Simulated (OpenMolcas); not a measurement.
# One shape, several levels: doublet CH5GaO+

Aim: a comparison of 6 runs (UHF/3-21G, UHF/cc-pVDZ, UBLYP/cc-pVDZ, UM06-2X/cc-pVDZ, UM06-L/cc-pVDZ, ROMP2/cc-pVDZ) of doublet CH5GaO+. 

The results are computed with OpenMolcas 26.06.

1 further run of the same task is left out (it didn't finish).

**1. The structure to begin with**

CH5GaO+: 8 atoms, total charge +1, spin state doublet. As SMILES of the parent species, `C[O][GaH2]`. The coordinates come from a PBE0-D4/def2-TZVP relaxation. That shape belongs to the parent species and isn't relaxed for this state.

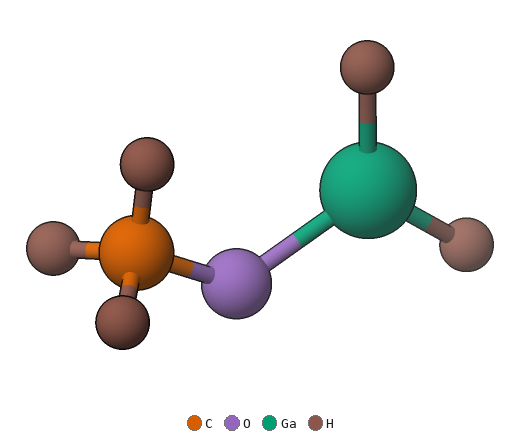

The structure, seen from a chosen angle (carbon orange, oxygen purple, gallium teal, hydrogen brown).

**2. The energy at UHF/3-21G (run 1)**

Input file test.inp:

```
* CH5GaO Hartree-Fock
>>> EXPORT MOLCAS_PRINT=2
&gateway
baslib = $CurrDir
coord
8
angstrom
C       -0.616800       0.972600      -0.422900
O       -0.705300      -0.273500       0.213500
Ga       0.703200      -1.302000       0.579300
H       -1.200200       0.962000      -1.350600
H        0.414200       1.256200      -0.676600
H       -1.030600       1.754200       0.224300
H        2.093900      -0.732800       0.142900
H        0.341700      -2.636700       1.290100
basis = 3-21G
group = NoSym
&seward
&scf
uhf
charge = 1
spin = 2
thresholds = 1e-10 1e-07 1e-07 1e-05
prorbitals = 1 2
```

The basis set 3-21G is read from a file made from the Basis Set Exchange's data (not shown).

Command:

```console
$ export MOLCAS_MEM=1860
$ pymolcas test.inp > test.log
```

What it wrote:

```text
--- Start Module: gateway ---
[...]
--- Stop Module: gateway /rc=_RC_ALL_IS_WELL_ ---
--- Start Module: seward ---
[...]
      Basis functions           50
--- Stop Module: seward /rc=_RC_ALL_IS_WELL_ ---
[...]
--- Start Module: scf ---
[...]
       Convergence after  39 Iterations
[...]
::    Total SCF energy                              -2028.5337553546
[...]
      Total spin, S                                     0.5039003436
[...]
      Total electronic charge=   49.000000
      Total            charge=    1.000000
[...]
      Dipole Moment (debye):
      Origin of the operator (angstrom)=    0.2983   -0.8026    0.3717
                   X= -1.3472E+00               Y=  3.5765E+00               Z= -1.6543E+00           Total=  4.1644E+00
      Center of Charge (angstrom)
[...]
--- Stop Module: scf /rc=_RC_ALL_IS_WELL_ ---
[...]
```

Wall time 5.7 s (1 thread of AMD EPYC 7R43 (Zen 3), shared host); peak memory 0.38 GiB.

**3. The energy at UHF/cc-pVDZ (run 2)**

Input file mol.xyz:

```xyz
8

C     -0.616800     0.972600    -0.422900
O     -0.705300    -0.273500     0.213500
Ga     0.703200    -1.302000     0.579300
H     -1.200200     0.962000    -1.350600
H      0.414200     1.256200    -0.676600
H     -1.030600     1.754200     0.224300
H      2.093900    -0.732800     0.142900
H      0.341700    -2.636700     1.290100
```

Input file mol.inp:

```
&GATEWAY
BasLib = $CurrDir
Coord = mol.xyz
Basis = cc-pVDZ
Group = NoSym
&SEWARD
&SCF
UHF
Charge = 1
Spin = 2
Thresholds = 1e-10 1e-07 1e-07 1e-05
PrOrbitals = 1 2
```

The basis set cc-pVDZ is read from a file made from the Basis Set Exchange's data (not shown).

Command:

```console
$ export MOLCAS_MEM=1860
$ pymolcas mol.inp > mol.log
```

What it wrote:

```text
--- Start Module: gateway ---
[...]
--- Stop Module: gateway /rc=_RC_ALL_IS_WELL_ ---
--- Start Module: seward ---
[...]
      Basis functions           80
--- Stop Module: seward /rc=_RC_ALL_IS_WELL_ ---
[...]
--- Start Module: scf ---
[...]
       Convergence after  42 Iterations
[...]
::    Total SCF energy                              -2038.5338917236
[...]
      Total spin, S                                     0.5050552767
[...]
      Total electronic charge=   49.000000
      Total            charge=    1.000000
[...]
      Dipole Moment (debye):
      Origin of the operator (angstrom)=    0.2983   -0.8026    0.3717
                   X= -1.4929E+00               Y=  3.3678E+00               Z= -1.5336E+00           Total=  3.9903E+00
      Center of Charge (angstrom)
[...]
--- Stop Module: scf /rc=_RC_ALL_IS_WELL_ ---
[...]
```

It took 17 s on 1 thread of AMD EPYC 7R43 (Zen 3), shared host; peak memory 0.44 GiB.

Runs 3 to 4 aren't shown in full; the table further down has their settings and results.

**4. The energy at UM06-L/cc-pVDZ (run 5)**

mol.xyz is that of step 3.

Input file calc.inp:

```
&GATEWAY
  BasLib=$CurrDir
  Coord=mol.xyz
  Basis=cc-pVDZ
  Group=NoSym

&SEWARD
  GridInput
  Grid=UltraFine
  End of Grid

&SCF
  UHF
  Charge=1
  Spin=2
  KSDFT=M06L
  Thresholds=1e-10 1e-07 1e-07 1e-05
  PrOrbitals=1
```

The basis set cc-pVDZ is read from a file made from the Basis Set Exchange's data (not shown).

Command:

```console
$ export MOLCAS_MEM=1860
$ pymolcas calc.inp > calc.log
```

What it wrote:

```text
--- Start Module: gateway ---
[...]
--- Stop Module: gateway /rc=_RC_ALL_IS_WELL_ ---
--- Start Module: seward ---
[...]
      Basis functions           80
--- Stop Module: seward /rc=_RC_ALL_IS_WELL_ ---
[...]
--- Start Module: scf ---
[...]
       Convergence after  37 Iterations
[...]
::    Total KS-DFT energy                           -2040.7233511318
[...]
      Total spin, S                                     0.5027919959
[...]
      Total electronic charge=   49.000000
      Total            charge=    1.000000
[...]
      Dipole Moment (debye):
      Origin of the operator (angstrom)=    0.2983   -0.8026    0.3717
                   X= -3.5557E-01               Y=  2.9745E+00               Z= -1.2277E+00           Total=  3.2375E+00
      Center of Charge (angstrom)
[...]
--- Stop Module: scf /rc=_RC_ALL_IS_WELL_ ---
[...]
```

Run time: 2.6 min. Hardware: 1 thread of AMD EPYC 7R43 (Zen 3), shared host; peak memory 0.45 GiB.

**5. The energy at ROMP2/cc-pVDZ (run 6)**

Input file test.inp:

```
&GATEWAY
 BASLIB
 $CurrDir
 COORD
 8
 angstrom
 C       -0.616800       0.972600      -0.422900
 O       -0.705300      -0.273500       0.213500
 Ga       0.703200      -1.302000       0.579300
 H       -1.200200       0.962000      -1.350600
 H        0.414200       1.256200      -0.676600
 H       -1.030600       1.754200       0.224300
 H        2.093900      -0.732800       0.142900
 H        0.341700      -2.636700       1.290100
 BASIS
 cc-pVDZ
 GROUP
 NoSym

&SEWARD

&SCF
 UHF
 CHARGE
 1
 SPIN
 2
 THRESHOLDS
 1e-10 1e-07 1e-07 1e-05
 PRORBITALS
 1 2

&RASSCF
 FILEORB
 $Project.UnaOrb
 SPIN
 2
 NACTEL
 1 0 0
 INACTIVE
 24
 RAS2
 1
 OUTORBITALS
 Canonical
 ORBLISTING
 Nothing

&CASPT2
 IPEA
 0.0
 FROZEN
 11
```

The basis set cc-pVDZ is read from a file made from the Basis Set Exchange's data (not shown).

Command:

```console
$ export MOLCAS_MEM=1860
$ pymolcas test.inp > test.log
```

What it wrote:

```text
--- Start Module: gateway ---
[...]
--- Stop Module: gateway /rc=_RC_ALL_IS_WELL_ ---
[...]
      Basis functions           80
[...]
       Convergence after  42 Iterations
[...]
::    Total SCF energy                              -2038.5338917236
[...]
      Total spin, S                                     0.5050552767
[...]
--- Start Module: rasscf ---
[...]
      Number of active orbitals                  1
[...]
      Spin quantum number                      0.5
[...]
      Active orbitals                            1
[...]
      Number of CSFs                             1
[...]
      Number of root(s) required                 1
[...]
      Convergence after  7 iterations
[...]
      printout of CI-coefficients larger than  0.05 for root  1
      energy=   -2038.528589
      conf/sym  1     Coeff  Weight
             1  u   1.00000 1.00000
      Natural orbitals and occupation numbers for root  1
      sym 1:   1.000000
      ************************************************************************************************************************
      *                                                    Final results                                                     *
[...]
::    RASSCF root number  1 Total energy:  -2038.52858858
[...]
      Total electronic charge=   49.000000
      Total            charge=    1.000000
[...]
      Dipole Moment (debye):
      Origin of the operator (angstrom)=    0.2983   -0.8026    0.3717
                   X= -1.4756E+00               Y=  3.3247E+00               Z= -1.5138E+00           Total=  3.9399E+00
      Center of Charge (angstrom)
[...]
--- Stop Module: rasscf /rc=_RC_ALL_IS_WELL_ ---
[...]
--- Start Module: caspt2 ---
[...]
      E2 (Variational):          -0.3777793155
      Total energy:           -2038.9063678960
[...]
      Reference weight:           0.88983
[...]
::    CASPT2 Root  1     Total energy:  -2038.90636790
[...]
```

It took 24 s on 1 thread of AMD EPYC 7R43 (Zen 3), shared host; peak memory 0.45 GiB.

**6. All runs side by side**

```
run            level  integration grid  frozen core orbitals   energy (Eh)  HOMO energy (eV)  LUMO energy (eV)   ⟨S²⟩  wall time
  1        UHF/3-21G                 –                     –  -2028.533755            -17.14             -6.49  0.758      5.7 s
  2      UHF/cc-pVDZ                 –                     –  -2038.533892            -17.25             -6.71  0.760       17 s
  3    UBLYP/cc-pVDZ         UltraFine                     –  -2040.813548            -12.62            -12.62  0.753       81 s
  4  UM06-2X/cc-pVDZ         UltraFine                     –  -2040.725365            -15.17            -11.31  0.755    2.2 min
  5   UM06-L/cc-pVDZ         UltraFine                     –  -2040.723351            -13.37            -13.12  0.756    2.6 min
  6    ROMP2/cc-pVDZ                 –                    11  -2038.906368                 –                 –      –       24 s
```

**7. Results**

| quantity | value |
| --- | --- |
| run 6: total energy | -2038.90637 Eh |

In words: Totals of different functionals can't be ranked against each other. All runs together took 6.9 min, the longest 2.6 min.
